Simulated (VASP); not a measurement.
Band structure of FeAl (CsCl type). All values below come from vdW-DF-cx, VASP's PBE PAW potentials (set 64) (plane waves; VASP).

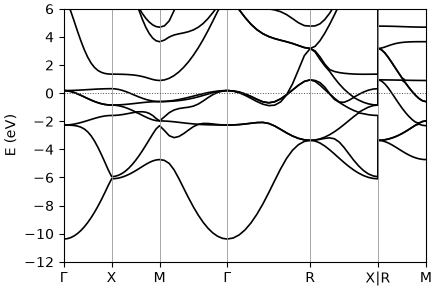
Figure: Bands along high-symmetry lines, zero at the valence-band maximum or, without a gap, the Fermi level

**Question.** Read the plot: is there a gap, and where are the band edges?

**Answer.** It has no gap at this level: it comes out as a metal or semimetal. (Edges off the drawn lines would not show.)

The compound is FeAl in the CsCl type structure. It was relaxed first, which changed the volume by -6 %. The run is not spin-polarised, so no magnetic state was tried. The electron count is odd and the run is not spin-polarised, which forces a metal.
